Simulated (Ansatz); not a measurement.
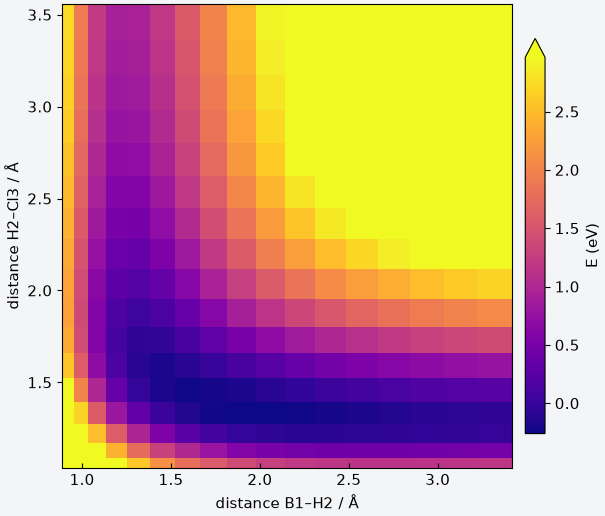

Energy landscape of the system B + HCl, spin multiplicity 2. 
- The first coordinate is: distance B1–H2; the second: distance H2–Cl3.
- Nothing is relaxed (the angle B1–H2–Cl3 is fixed at 180 degrees).
- The grid has 17 × 17 points.
- Points are written as (first, second).
- Energies: eV, counted from B far from the relaxed HCl (each part in its own basis).
- Energies and slopes of some neighbouring points disagree (a jump in structure or state, or too coarse a mesh). In part of the range the unrestricted reference is strongly spin-contaminated.
- Method: Ansatz, UKS PBE0-D4/def2-SVPD.

The picture shows one coloured cell a grid point, one colour for all values above the top of the scale. 

### Describe this landscape.

The lowest grid point is at (2.056 Å, 1.336 Å), −0.26 eV from B far from the relaxed HCl (each part in its own basis). Other grid points that lie below all their neighbours: (1.591 Å, 1.460 Å) (0.023 eV higher). The highest grid point, (0.920 Å, 1.064 Å), lies 7.06 eV above the lowest.

The input of one point:

```yaml
crystal:
  periodic: [false, false, false]
  atoms:
    - { symbol: B, position_ang: [-2.056, 0.0, 0.0] }
    - { symbol: H, position_ang: [0.0, 0.0, 0.0] }
    - { symbol: Cl, position_ang: [1.336, 0.0, 0.0] }
magnetization:
  spin_polarized: true
  initial_magnetization: 1
basis:
  gaussian: { orbitals: def2-SVPD }
hamiltonian:
  xc: pbe0
  dispersion: d4
output:
  forces: true
```

Each point was launched as `ansatz run input.yaml --threads 1 --pin off --max-ram 2560MiB --backend cpu --events-out ev --progress --plain --runs-dir out`. Time for the 289 points that were run: 24 min on 1 thread of Arm Neoverse V1, with other jobs on the host.
